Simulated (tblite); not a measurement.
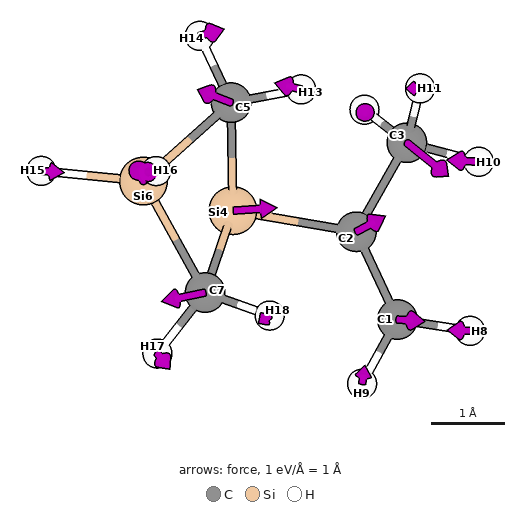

Starting geometry of C5H11Si2 (multiplicity 2) with the computed forces as purple arrows. Style: ball-and-stick. Shown from a free direction.

Computed with GFN2-xTB geometry optimisation, gas phase (tblite 0.8.0). 

Q: Is this structure relaxed? If not, where do the atoms go?

A: It isn't relaxed: the largest force vector, on a Si atom, is 1.36 eV/Å. The final displacements have little in common with the starting forces (cosine between the two patterns 0.15). Over 73 geometry steps the energy falls by 30.8 kJ/mol. The atom that moves furthest after the best rigid fit is an H atom (0.95 Å). Largest moves by element: H 0.95 Å, C 0.38 Å, Si 0.29 Å. Some distances before and after: H–Si 1.495 → 1.464 Å, C–Si 1.914 → 1.935 Å, C–H 1.109 → 1.089 Å, C–Si 1.899 → 1.918 Å. Among the angles between lasting bonds that change: Si–C–Si 84.8° → 91.8°, H–C–H 111.9° → 106.4°, C–Si–C 112.1° → 117.3°.
